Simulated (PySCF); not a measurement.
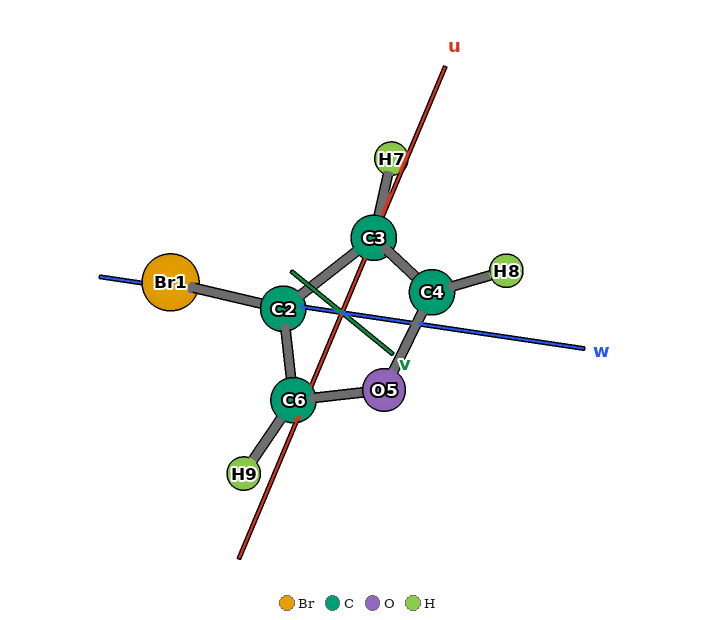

The lines u, v and w are the principal axes of the static dipole polarisability. The geometry was computed by an optimisation with GFN2-xTB. No frequency run is at hand to confirm it as a minimum. Computed with CAM-B3LYP/def2-SVPD (PySCF 2.14.0).

Question: Along which axis is the molecule most polarisable, and along which least?

Answer: Most along w (in the molecular plane, nearly parallel to the Br1–C2 bond), least along v (normal to the molecular plane).

Question: Give the three principal values.

Answer: u 67.0, v 46.2, w 88.6 bohr³; mean 67.3, anisotropy 36.7 bohr³.

The geometry is semi-empirical. Around Br such bond lengths and angles can be off by a tenth of an ångström or more and by several degrees, and values that hang on the shape move with them.
